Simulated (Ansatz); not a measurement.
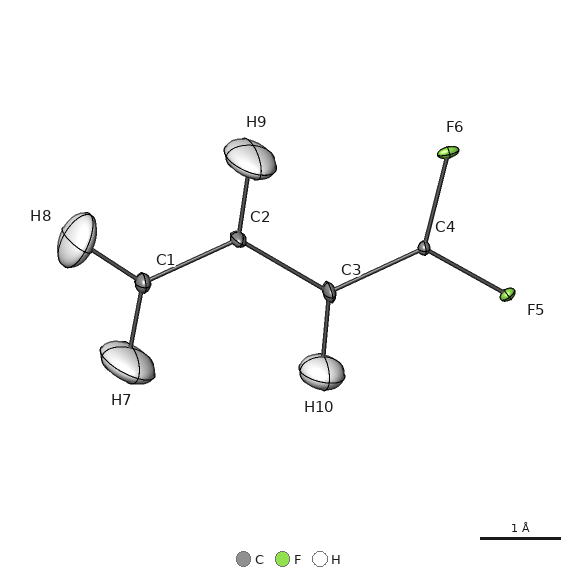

Displacement ellipsoids at the 50 % level, enlarged 1.5 times, from the internal vibrations of the free molecule (harmonic, no overall translation or rotation; no half-axis is drawn under 0.075 Å). Vibrations computed with RKS PBE0-D4/def2-TZVP (Ansatz 0.2.0). Temperature: 200 K.

Question: Which atom has the largest mean-square displacement?

Answer: H7, with U_eq = 0.0295 Å².

Question: Does H9 move more along its bond or across it?

Answer: Across it: the root-mean-square amplitude is 0.080 Å along the bond and up to 0.242 Å across, since bending and torsion are softer than stretching.

List U_eq and the three principal root-mean-square amplitudes for each kind of atom.

```csv
atom,U_eq (Å²),rms amplitudes (Å)
C1,0.0034,"0.042, 0.054, 0.074"
C2,0.0033,"0.039, 0.045, 0.080"
C3,0.0038,"0.032, 0.055, 0.086"
C4,0.0016,"0.031, 0.039, 0.048"
F5,0.0015,"0.029, 0.041, 0.045"
F6,0.0019,"0.029, 0.033, 0.061"
H7,0.0295,"0.085, 0.151, 0.242"
H8,0.0212,"0.081, 0.158, 0.179"
H9,0.0278,"0.080, 0.137, 0.242"
H10,0.0169,"0.088, 0.123, 0.167"
```
